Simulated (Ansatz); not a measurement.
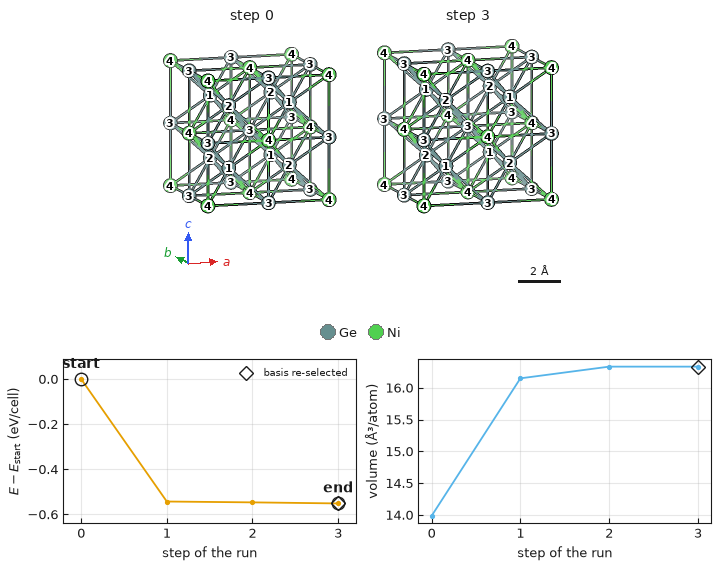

First and last geometry of a relaxation of solid NiGe3 (built on the BiF3 (D0_3) type) (coarse preliminary run), with the history of the run. Style: ball-and-stick. Shown: the conventional cell (4 times the calculation's cell), slightly off an axis. Lengths and directions refer to the drawn axes.

These are results of Ansatz 0.2.0, DFT PBE, scalar-relativistic, plane waves, PAW, not measurements.

Input file:
```yaml
crystal:
  lattice:
    - [0.0, 3.0355576021, 3.0355576021]
    - [3.0355576021, 0.0, 3.0355576021]
    - [3.0355576021, 3.0355576021, 0.0]
  atoms:
    - { symbol: Ge, position: [0.25, 0.25, 0.25] }
    - { symbol: Ge, position: [0.75, 0.75, 0.75] }
    - { symbol: Ge, position: [0.5, 0.5, 0.5] }
    - { symbol: Ni, position: [0.0, 0.0, 0.0] }
basis:
  ecutwfc: 420
kpoints:
  mp_grid: { grid: [6, 6, 6] }
hamiltonian:
  xc: pbe
scf:
  occupations: { method: gaussian, width: 0.1 }
output:
  forces: true
  stress: true
  eigenvalues: true
relax:
  adjacent_minimum: "off"
  f_tol: 0.05
  max_steps: 80
  cell: { stress_tol: 0.5 }
```

Command:
```bash
ansatz run input.yaml --threads 1 --pin off --max-ram 2560MiB --backend cpu --events-out ev --progress --plain --runs-dir out
```

Q: What do the curves and the structures tell?

A: It converged. No atom moves by more than 0.005 Å relative to the cell. Cell: a = b = c 6.071 → 6.393 Å (+5.3 %). Volume +16.8 %. Some distances before and after: Ge3–Ni4 3.036 → 3.197 Å, Ge1–Ge3 2.629 → 2.768 Å, Ge1–Ni4 2.629 → 2.768 Å. The space group stays Fm-3m (No. 225). After 2 accepted moves (3 points after the start) the energy has fallen by 0.551 eV per cell of the calculation. All forces vanish by symmetry, so only the cell relaxes. Pressure: 21.08 GPa at the start and 0.46 GPa at the end. The SCF was repeated once at an unchanged geometry on a basis and grid sized afresh for the cell, which shifted the energy by 4.7 meV per cell of the calculation at most.
